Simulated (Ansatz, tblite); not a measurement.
# In13P13 wurtzite off sphere (In13P13H32): one state, many levels

How do method and basis change the picture of In13P13 wurtzite off sphere (In13P13H32) (singlet)?

Method: as each input shows; program: Ansatz 0.2.0, Gaussian basis.

Plan: GFN1-xTB, GFN2-xTB, PBE-D4/def2-TZVP, r2SCAN-D4/def2-TZVP, BLYP-D4/def2-TZVP, PBE-D4/def2-SVP, PBE0-D4/def2-SVP, MP2/def2-SVP, RPA/def2-SVP.

2 further runs of the same task are left out: 1 for a known fault of the program, 1 set aside as unsound or not needed. Runs told in other sessions of the task aren't counted.

### 1 The relaxed structure

The singlet was relaxed beforehand with PBE-D4/def2-SVP.

58 atoms, charge 0, spin multiplicity 1.

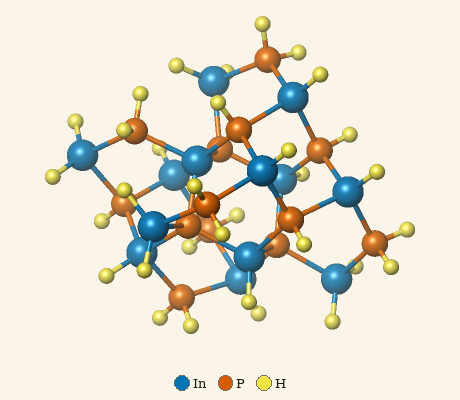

The structure; indium blue, phosphorus orange, hydrogen yellow.

In takes a core potential in the def2 sets. No spin-orbit coupling is included.

PBE0-D4/def2-TZVP was run before; its log isn't repeated, and its numbers join the tables.

### 2 GFN1-xTB

Tight binding, by tblite at 300 K electronic temperature and without a spin-polarisation term:

```python
tblite.interface.Calculator('GFN1-xTB', numbers, positions, charge=0, uhf=0).singlepoint()
```

Energy -1959.7306 eV, HOMO -9.00 eV, LUMO -6.24 eV; 0.82 s.

### 3 GFN2-xTB

Tight binding, by tblite at 300 K electronic temperature and without a spin-polarisation term:

```python
tblite.interface.Calculator('GFN2-xTB', numbers, positions, charge=0, uhf=0).singlepoint()
```

Energy -1772.3482 eV, HOMO -10.63 eV, LUMO -7.71 eV; 0.74 s.

### 4 PBE-D4/def2-TZVP

start.molden holds the orbitals of an earlier run on this state, given as this run's starting guess.

in.yaml reads:

```yaml
crystal:
  periodic: [false, false, false]
  atoms:
    - {symbol: In, position_ang: [-4.030979, -2.345099, -3.394990]}
    - {symbol: P, position_ang: [-3.672524, -2.109083, -0.757724]}
    - {symbol: In, position_ang: [0.051692, -4.752447, -0.045226]}
    - {symbol: P, position_ang: [0.503921, -4.484822, 2.578367]}
    - {symbol: In, position_ang: [0.284424, -2.384516, -3.239733]}
    - {symbol: P, position_ang: [-1.799498, -1.043854, -3.937768]}
    - {symbol: P, position_ang: [0.438887, -2.255058, -0.682034]}
    - {symbol: In, position_ang: [-1.544678, -0.901198, 0.121465]}
    - {symbol: In, position_ang: [0.359581, -2.207367, 3.827283]}
    - {symbol: P, position_ang: [-1.597181, -0.923839, 2.720516]}
    - {symbol: In, position_ang: [-1.923651, 1.430852, -3.240383]}
    - {symbol: P, position_ang: [-1.737114, 1.494198, -0.682985]}
    - {symbol: In, position_ang: [-4.093903, 2.407442, -0.045572]}
    - {symbol: In, position_ang: [-1.736421, 1.413475, 3.825093]}
    - {symbol: P, position_ang: [-3.632615, 2.681889, 2.574073]}
    - {symbol: P, position_ang: [2.327423, -0.876270, -3.963450]}
    - {symbol: In, position_ang: [2.585868, -1.059959, 0.107221]}
    - {symbol: P, position_ang: [2.313687, -0.935557, 2.723463]}
    - {symbol: In, position_ang: [2.716566, 1.568806, -3.092372]}
    - {symbol: P, position_ang: [0.403472, 2.449193, -3.963863]}
    - {symbol: P, position_ang: [2.462677, 1.422423, -0.568766]}
    - {symbol: In, position_ang: [0.368741, 2.763198, 0.103969]}
    - {symbol: In, position_ang: [2.390617, 1.383713, 3.856277]}
    - {symbol: P, position_ang: [0.341727, 2.470923, 2.720976]}
    - {symbol: In, position_ang: [4.658210, 2.695888, 0.048964]}
    - {symbol: P, position_ang: [4.413540, 2.546284, 2.713771]}
    - {symbol: H, position_ang: [-3.787099, -4.025716, -3.752493]}
    - {symbol: H, position_ang: [-5.370125, -1.303108, -3.760799]}
    - {symbol: H, position_ang: [-3.753873, -3.371988, -0.091892]}
    - {symbol: H, position_ang: [-4.786664, -1.454865, -0.144888]}
    - {symbol: H, position_ang: [-1.664312, -5.059393, -0.111788]}
    - {symbol: H, position_ang: [1.342142, -5.748990, -0.643449]}
    - {symbol: H, position_ang: [-0.209197, -5.453238, 3.356967]}
    - {symbol: H, position_ang: [1.822896, -4.941992, 2.897382]}
    - {symbol: H, position_ang: [0.438647, -3.953544, -3.979777]}
    - {symbol: H, position_ang: [-1.754419, -1.015206, -5.371962]}
    - {symbol: H, position_ang: [0.314880, -2.309047, 5.561414]}
    - {symbol: H, position_ang: [-2.793792, -1.614277, 3.103113]}
    - {symbol: H, position_ang: [-3.207319, 2.347609, -3.978625]}
    - {symbol: H, position_ang: [-5.216910, 1.072922, -0.096103]}
    - {symbol: H, position_ang: [-4.319214, 4.015801, -0.660241]}
    - {symbol: H, position_ang: [-1.848728, 1.425344, 5.559033]}
    - {symbol: H, position_ang: [-4.825895, 2.557450, 3.357239]}
    - {symbol: H, position_ang: [-3.361221, 4.052976, 2.885313]}
    - {symbol: H, position_ang: [2.485109, -0.897563, -5.387720]}
    - {symbol: H, position_ang: [3.512358, -1.611785, -3.638808]}
    - {symbol: H, position_ang: [4.073481, -1.860851, -0.330115]}
    - {symbol: H, position_ang: [3.462574, -1.607019, 3.260197]}
    - {symbol: H, position_ang: [4.064492, 2.348832, -3.866948]}
    - {symbol: H, position_ang: [0.461773, 2.594844, -5.388372]}
    - {symbol: H, position_ang: [0.357871, 3.843523, -3.640929]}
    - {symbol: H, position_ang: [0.410592, 4.450900, -0.338166]}
    - {symbol: H, position_ang: [2.401916, 1.393210, 5.595764]}
    - {symbol: H, position_ang: [0.329743, 3.802011, 3.256675]}
    - {symbol: H, position_ang: [6.024082, 1.677748, -0.305262]}
    - {symbol: H, position_ang: [4.451522, 4.388660, -0.296803]}
    - {symbol: H, position_ang: [5.577065, 1.971088, 3.318737]}
    - {symbol: H, position_ang: [4.515146, 3.836487, 3.326725]}
basis:
  gaussian: {orbitals: def2-TZVP, fitting: {mean_field: def2-universal-jkfit}, initial_orbitals: start.molden}
hamiltonian: {xc: pbe, dispersion: d4}
scf: {omitted_lower_state_checks: [starts]}
output: {orbitals: {seedname: orbitals}}
```

Run with:

```
$ ansatz run in.yaml --threads 11 --pin off --events-out ev --progress --plain --max-ram 174080MiB --backend cuda --devices 0, --max-vram 75GiB
```

Log:

```text
Functional definition: PBE
  name "PBE"
  cite "Perdew, Burke & Ernzerhof, Phys. Rev. Lett. 77, 3865 (1996) doi:10.1103/PhysRevLett.77.3865"
  parent pbe
  parameter kappa = 0.804
  parameter beta = 0.06672455060314922
  exchange = pbe_x(kappa = kappa, mu = beta*pi^2/3)
  correlation = pbe_c(beta = beta)
these checks for a lower state are left out or cut short: starts
5074 factors; integrals over basis functions are off by at most 6.2e-1 eV
mean field evaluation 1: about -188497.0058 eV, gradient 2.9e1 eV
mean field evaluation 2: about -188497.9877 eV, gradient 1.2e0 eV
mean field evaluation 4: about -188498.0111 eV, gradient 1.3e-1 eV
mean field evaluation 8: about -188498.0111 eV, gradient 1.8e-5 eV
mean field -188498.01112410 eV, -6927.1741402698 hartree, gradient 1.8e-5 eV, S^2 0.000000; 0 other end points of the search recorded, 0 dependent functions left out
reference -188498.01131578 eV, -6927.1741473140 hartree; 250, 250 occupied and 1073, 1073 virtual orbitals, 5074 factors
Total energy: -188502.72824302 eV, -6927.3474911925 hartree
Checks for a lower state left out: starts
```

Wall time 10 s (1 × H100 with 11 threads of AMD EPYC 7R13, shared host); peak host memory 1.6 GiB.

HOMO -5.70 eV, LUMO -2.39 eV.

### 5 r2SCAN-D4/def2-TZVP

Changes to in.yaml since step 4:

```diff
@@ -63,4 +63,4 @@
   gaussian: {orbitals: def2-TZVP, fitting: {mean_field: def2-universal-jkfit}, initial_orbitals: start.molden}
-hamiltonian: {xc: pbe, dispersion: d4}
+hamiltonian: {xc: r2scan, dispersion: d4}
 scf: {omitted_lower_state_checks: [starts]}
-output: {orbitals: {seedname: orbitals}}
+output: {forces: true, orbitals: {seedname: orbitals}}
```

Same command.

Log, shortened:

```text
Functional definition: r2SCAN
  name "r2SCAN"
  cite "Furness, Kaplan, Ning, Perdew & Sun, J. Phys. Chem. Lett. 11, 8208 (2020) doi:10.1021/acs.jpclett.0c02405"
  cite "Furness, Kaplan, Ning, Perdew & Sun, J. Phys. Chem. Lett. 11, 9248 (2020) doi:10.1021/acs.jpclett.0c03077"
  parent r2scan
[...]
5074 factors; integrals over basis functions are off by at most 6.2e-1 eV
[...]
mean field -188572.35318288 eV, -6929.9061605392 hartree, gradient 2.0e-5 eV, S^2 0.000000; 0 other end points of the search recorded, 0 dependent functions left out
[...]
reference -188572.35324190 eV, -6929.9061627082 hartree; 250, 250 occupied and 1073, 1073 virtual orbitals, 5074 factors
Total energy: -188573.73677557 eV, -6929.9570066326 hartree
Atom 0 at    -4.030979    -2.345099    -3.394990 Å, force     0.034579     0.029520     0.033554 eV/Å
[...]
Atom 49 at     0.461773     2.594844    -5.388372 Å, force    -0.012463    -0.041908     0.384684 eV/Å
Atom 50 at     0.357871     3.843523    -3.640929 Å, force    -0.000087    -0.372047    -0.092550 eV/Å
Atom 51 at     0.410592     4.450900    -0.338166 Å, force    -0.005020    -0.221390     0.056183 eV/Å
Atom 52 at     2.401916     1.393210     5.595764 Å, force    -0.002705    -0.002770    -0.241887 eV/Å
Atom 53 at     0.329743     3.802011     3.256675 Å, force     0.006298    -0.335438    -0.135822 eV/Å
Atom 54 at     6.024082     1.677748    -0.305262 Å, force    -0.186228     0.146824     0.034610 eV/Å
Atom 55 at     4.451522     4.388660    -0.296803 Å, force     0.034457    -0.235289     0.033654 eV/Å
Atom 56 at     5.577065     1.971088     3.318737 Å, force    -0.310348     0.154986    -0.161602 eV/Å
Atom 57 at     4.515146     3.836487     3.326725 Å, force    -0.026639    -0.345458    -0.163012 eV/Å
Dipole moment:     0.061129     0.035220     0.361886 e Å
Checks for a lower state left out: starts
```

Run time: 14 s. Hardware: 1 × H100 with 11 threads of AMD EPYC 7R13, shared host; peak host memory 1.8 GiB.

HOMO -5.91 eV, LUMO -2.20 eV.

### 6 BLYP-D4/def2-TZVP

Changes to in.yaml since step 5:

```diff
@@ -63,3 +63,3 @@
   gaussian: {orbitals: def2-TZVP, fitting: {mean_field: def2-universal-jkfit}, initial_orbitals: start.molden}
-hamiltonian: {xc: r2scan, dispersion: d4}
+hamiltonian: {xc: {name: BLYP}, dispersion: d4}
 scf: {omitted_lower_state_checks: [starts]}
```

The command is unchanged.

Log, shortened:

```text
Functional definition: BLYP
  name "BLYP"
  cite "Becke, Phys. Rev. A 38, 3098 (1988) doi:10.1103/PhysRevA.38.3098"
  cite "Lee, Yang & Parr, Phys. Rev. B 37, 785 (1988) doi:10.1103/PhysRevB.37.785"
[...]
5074 factors; integrals over basis functions are off by at most 6.2e-1 eV
[...]
mean field -188532.88500719 eV, -6928.4557318351 hartree, gradient 2.1e-5 eV, S^2 0.000000; 0 other end points of the search recorded, 0 dependent functions left out
[...]
reference -188532.88620382 eV, -6928.4557758104 hartree; 250, 250 occupied and 1073, 1073 virtual orbitals, 5074 factors
Total energy: -188541.97892607 eV, -6928.7899271897 hartree
Atom 0 at    -4.030979    -2.345099    -3.394990 Å, force    -0.074425    -0.035752    -0.048029 eV/Å
Atom 1 at    -3.672524    -2.109083    -0.757724 Å, force    -0.224794    -0.122199     0.252588 eV/Å
[...]
Atom 49 at     0.461773     2.594844    -5.388372 Å, force    -0.007714    -0.023512     0.238045 eV/Å
Atom 50 at     0.357871     3.843523    -3.640929 Å, force     0.000211    -0.238395    -0.061949 eV/Å
Atom 51 at     0.410592     4.450900    -0.338166 Å, force     0.000767    -0.019570    -0.000767 eV/Å
Atom 52 at     2.401916     1.393210     5.595764 Å, force    -0.005441    -0.003974    -0.020401 eV/Å
Atom 53 at     0.329743     3.802011     3.256675 Å, force     0.004943    -0.216250    -0.090456 eV/Å
Atom 54 at     6.024082     1.677748    -0.305262 Å, force    -0.021510     0.022008    -0.007878 eV/Å
Atom 55 at     4.451522     4.388660    -0.296803 Å, force     0.007750    -0.030080    -0.007781 eV/Å
Atom 56 at     5.577065     1.971088     3.318737 Å, force    -0.185498     0.099954    -0.098061 eV/Å
Atom 57 at     4.515146     3.836487     3.326725 Å, force    -0.010029    -0.210261    -0.098509 eV/Å
Dipole moment:     0.048960     0.027976     0.333432 e Å
Checks for a lower state left out: starts
```

It took 12 s on 1 × H100 with 11 threads of AMD EPYC 7R13, shared host; peak host memory 1.7 GiB.

Report: HOMO -5.55 eV, LUMO -2.28 eV.

### 7 PBE-D4/def2-SVP

Changes to in.yaml since step 6:

```diff
@@ -62,5 +62,5 @@
 basis:
-  gaussian: {orbitals: def2-TZVP, fitting: {mean_field: def2-universal-jkfit}, initial_orbitals: start.molden}
-hamiltonian: {xc: {name: BLYP}, dispersion: d4}
+  gaussian: {orbitals: def2-SVP, fitting: {mean_field: def2-universal-jkfit}, initial_orbitals: start.molden}
+hamiltonian: {xc: pbe, dispersion: d4}
 scf: {omitted_lower_state_checks: [starts]}
-output: {forces: true, orbitals: {seedname: orbitals}}
+output: {orbitals: {seedname: orbitals}}
```

Launched as before.

Log:

```text
Functional definition: PBE
  name "PBE"
  cite "Perdew, Burke & Ernzerhof, Phys. Rev. Lett. 77, 3865 (1996) doi:10.1103/PhysRevLett.77.3865"
  parent pbe
  parameter kappa = 0.804
  parameter beta = 0.06672455060314922
  exchange = pbe_x(kappa = kappa, mu = beta*pi^2/3)
  correlation = pbe_c(beta = beta)
these checks for a lower state are left out or cut short: starts
5074 factors; integrals over basis functions are off by at most 3.3e-1 eV
mean field evaluation 1: about -188451.2814 eV, gradient 8.5e1 eV
mean field evaluation 2: about -188453.5810 eV, gradient 3.3e0 eV
mean field evaluation 4: about -188453.6570 eV, gradient 1.0e-1 eV
mean field -188453.65707745 eV, -6925.5441591197 hartree, gradient 8.7e-5 eV, S^2 0.000000; 0 other end points of the search recorded, 0 dependent functions left out
reference -188453.65723207 eV, -6925.5441648017 hartree; 250, 250 occupied and 482, 482 virtual orbitals, 5074 factors
Total energy: -188458.37415930 eV, -6925.7175086802 hartree
Checks for a lower state left out: starts
```

Wall time 5.5 s (1 × H100 with 11 threads of AMD EPYC 7R13, shared host); peak host memory 1.3 GiB.

From the report: HOMO -5.63 eV, LUMO -2.24 eV.

### 8 PBE0-D4/def2-SVP

Changes to in.yaml since step 7:

```diff
@@ -63,3 +63,3 @@
   gaussian: {orbitals: def2-SVP, fitting: {mean_field: def2-universal-jkfit}, initial_orbitals: start.molden}
-hamiltonian: {xc: pbe, dispersion: d4}
+hamiltonian: {xc: pbe0, dispersion: d4}
 scf: {omitted_lower_state_checks: [starts]}
```

Launched as before.

Log:

```text
Functional definition: PBE0
  name "PBE0"
  cite "Adamo & Barone, J. Chem. Phys. 110, 6158 (1999) doi:10.1063/1.478522"
  cite "Perdew, Burke & Ernzerhof, Phys. Rev. Lett. 77, 3865 (1996) doi:10.1103/PhysRevLett.77.3865"
  parent pbe
  parameter a = 0.25
  parameter kappa = 0.804
  parameter beta = 0.06672455060314922
  exchange = (1 - a)*pbe_x(kappa = kappa, mu = beta*pi^2/3) + a*exact_x
  correlation = pbe_c(beta = beta)
these checks for a lower state are left out or cut short: starts
5074 factors; integrals over basis functions are off by at most 3.3e-1 eV
mean field evaluation 1: about -188464.6929 eV, gradient 8.4e1 eV
mean field evaluation 2: about -188466.2710 eV, gradient 1.7e0 eV
mean field evaluation 4: about -188466.2848 eV, gradient 5.7e-2 eV
mean field -188466.28479799 eV, -6926.0082192899 hartree, gradient 3.7e-5 eV, S^2 0.000000; 0 other end points of the search recorded, 0 dependent functions left out
reference -188466.28491355 eV, -6926.0082235368 hartree; 250, 250 occupied and 482, 482 virtual orbitals, 5074 factors
Total energy: -188470.64185998 eV, -6926.1683383648 hartree
Checks for a lower state left out: starts
```

It took 7.5 s on 1 × H100 with 11 threads of AMD EPYC 7R13, shared host; peak host memory 1.3 GiB.

HOMO -6.56 eV, LUMO -1.54 eV.

### 9 MP2/def2-SVP

Changes to in.yaml since step 8:

```diff
@@ -62,4 +62,4 @@
 basis:
-  gaussian: {orbitals: def2-SVP, fitting: {mean_field: def2-universal-jkfit}, initial_orbitals: start.molden}
-hamiltonian: {xc: pbe0, dispersion: d4}
+  gaussian: {orbitals: def2-SVP, initial_orbitals: start.molden}
+correlation: {method: mp2}
 scf: {omitted_lower_state_checks: [starts]}
```

The command is unchanged.

Log:

```text
Functional definition: HF
  name "HF"
  cite "Fock, Z. Phys. 61, 126 (1930) doi:10.1007/BF01340294"
  parent pbe
  exchange = exact_x
  correlation = 0
these checks for a lower state are left out or cut short: starts
8125 factors; integrals over basis functions are off by at most 1.3e-3 eV
mean field evaluation 1: about -187941.7867 eV, gradient 9.7e1 eV
mean field evaluation 2: about -187948.6812 eV, gradient 8.0e0 eV
mean field evaluation 4: about -187949.3031 eV, gradient 5.3e-1 eV
mean field evaluation 8: about -187949.3044 eV, gradient 3.3e-6 eV
mean field -187949.30442308 eV, -6907.0095409341 hartree, gradient 3.3e-6 eV, S^2 0.000000; 0 other end points of the search recorded, 0 dependent functions left out
117 core orbitals not correlated: weight in the atoms' cores, before any rotation towards them, 1.000 or more for the frozen orbitals, at most 0.000 for the correlated occupied ones
reference -187949.30442308 eV, -6907.0095409341 hartree; 133, 133 occupied and 482, 482 virtual orbitals, 8125 factors
second order -77.59625243 eV of doubles, -0.00000000 eV of singles
Total energy: -188026.90067552 eV, -6909.8611506145 hartree
Checks for a lower state left out: starts
```

Wall time 12 s (1 × H100 with 11 threads of AMD EPYC 7R13, shared host); peak host memory 2 GiB.

Report: Hartree-Fock HOMO -8.68 eV, LUMO 1.39 eV.

### 10 RPA/def2-SVP

Changes to in.yaml since step 9:

```diff
@@ -63,4 +63,4 @@
   gaussian: {orbitals: def2-SVP, initial_orbitals: start.molden}
-correlation: {method: mp2}
+hamiltonian: {xc: pbe}
+correlation: {method: rpa}
 scf: {omitted_lower_state_checks: [starts]}
-output: {orbitals: {seedname: orbitals}}
```

Same command.

Log, shortened:

```text
Functional definition: PBE
  name "PBE"
  cite "Perdew, Burke & Ernzerhof, Phys. Rev. Lett. 77, 3865 (1996) doi:10.1103/PhysRevLett.77.3865"
  parent pbe
[...]
8125 factors; integrals over basis functions are off by at most 1.3e-3 eV
[...]
mean field -188453.62951614 eV, -6925.5431462601 hartree, gradient 7.7e-7 eV, S^2 0.000000; 0 other end points of the search recorded, 0 dependent functions left out
117 core orbitals not correlated: weight in the atoms' cores, before any rotation towards them, 1.000 or more for the frozen orbitals, at most 0.000 for the correlated occupied ones
reference -187937.96247070 eV, -6906.5927318721 hartree; 133, 133 occupied and 482, 482 virtual orbitals, 8125 factors
Total energy: -188077.46817379 eV, -6911.7194719000 hartree
Checks for a lower state left out: starts
```

Wall time 19 s (1 × H100 with 11 threads of AMD EPYC 7R13, shared host); peak host memory 7.5 GiB.

### 11 Comparison

```csv
level,functions,HOMO (eV),LUMO (eV),gap (eV),time
PBE-D4/def2-SVP,732,-5.63,-2.24,3.39,5.5 s
PBE-D4/def2-TZVP,1323,-5.70,-2.39,3.32,10 s
BLYP-D4/def2-TZVP,1323,-5.55,-2.28,3.26,12 s
r2SCAN-D4/def2-TZVP,1323,-5.91,-2.20,3.71,14 s
PBE0-D4/def2-SVP,732,-6.56,-1.54,5.03,7.5 s
PBE0-D4/def2-TZVP,1323,-6.60,-1.67,4.93,13 s
```

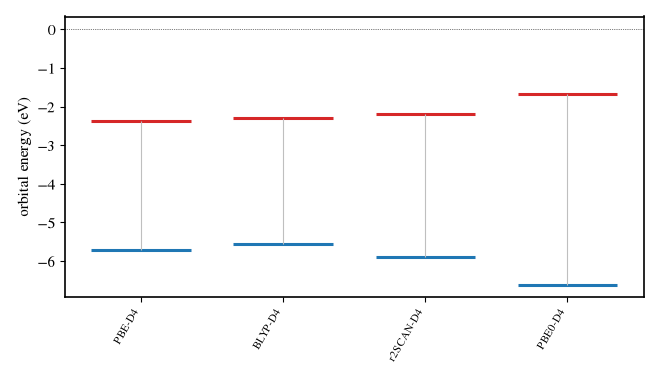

Highest filled (blue) and lowest empty (red) level in def2-TZVP.

Energy pieces by basis (eV):

```
   basis            HF  MP2 correlation               total
def2-SVP  -187949.3044         -77.5963  -188026.9007 (MP2)
```

### 12 Binding energy

Free atoms were run apart at each level; binding is atoms less cluster, divided by the number of atoms, without zero-point or spin-orbit terms.

| level | binding an atom (eV) |
| --- | --- |
| HF/def2-SVP | 1.681 |
| PBE-D4/def2-SVP | 2.563 |
| PBE-D4/def2-TZVP | 2.578 |
| BLYP-D4/def2-TZVP | 2.526 |
| r2SCAN-D4/def2-TZVP | 2.584 |
| PBE0-D4/def2-SVP | 2.559 |
| PBE0-D4/def2-TZVP | 2.576 |
| MP2/def2-SVP | 2.340 |

### 13 Outcome

```
                                                 quantity                                  value
gap in def2-TZVP, named functionals, smallest and largest   3.26 eV (BLYP-D4), 4.93 eV (PBE0-D4)
                         correlation energy, MP2/def2-SVP                              -77.60 eV
                binding an atom, functionals in def2-TZVP  2.53 (BLYP-D4) to 2.58 eV (r2SCAN-D4)
          PBE0 total energy, smallest basis above largest         43.36 eV (def2-SVP, def2-TZVP)
```

Over the named functionals in def2-TZVP the gap runs from 3.26 eV (BLYP-D4) to 4.93 eV (PBE0-D4); exact exchange widens it.

The slowest run with a step of its own, RPA/def2-SVP, took 19 s; the quickest functional in def2-TZVP took 10 s (shared host).
